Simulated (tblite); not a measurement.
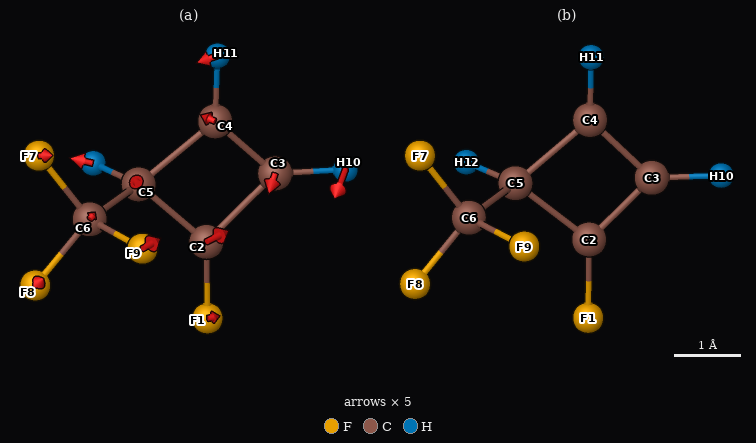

The structure of C₅H₃F₄ (multiplicity 2) before (left) and after (right) a relaxation, at one scale. The red arrows give the displacements, 5 times their true length.

The picture is a ball-and-stick view, seen at a tilt.

The calculation used GFN2-xTB geometry optimisation, gas phase in tblite. 

**Summarise the run.**

The largest move after the best rigid fit is that of H10, 0.15 Å. By element the largest moves are H 0.15 Å, C 0.10 Å, F 0.09 Å. Near-neighbour distances that change, for instance: C2–C3 1.502 → 1.382 Å, C2–C5 1.457 → 1.516 Å, C3–C4 1.337 → 1.391 Å, C3–H10 1.098 → 1.072 Å. Bond angles that change, for instance: C2–C5–H12 112.0° → 116.9°, F1–C2–C5 135.1° → 130.8°, F1–C2–C3 132.7° → 136.3°. Over 38 geometry steps the energy falls by 38.1 kJ/mol. The run took 0.16 s on 1 thread of Arm Neoverse V2, with other jobs on the host.
